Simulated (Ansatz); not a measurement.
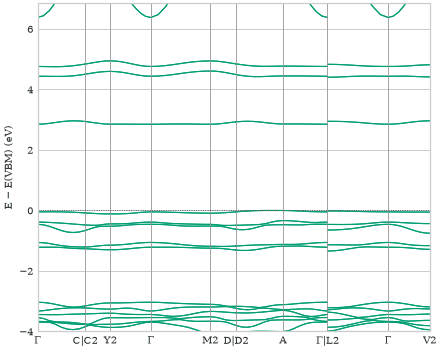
Figure. Band structure from the program Ansatz at the r²SCAN with spin–orbit coupling level (PAW)

Problem. Read off the gap and where the band edges lie.

Solution. About 2.9 eV (2.85 eV by a search for the band edges); maximum on the D2–A line, 68 % of the way from D2, minimum at M2.

The material is Rb₂WO₂F₄ in space group C2/m (No. 12; Rb on 4i, W on 2a, O on 4i, F on 8j).

The workflow started from a Materials Project entry (that database holds measured and hypothetical structures alike); the Crystallography Open Database copy checked does not list it. Its standing as an ambient phase is unchecked. Symmetry was held in the r²SCAN relaxation; whether a distortion lowers the energy is not shown. The run is not spin-polarised. No Hubbard U is applied.

Potentials: the later of the program's two PAW sets.
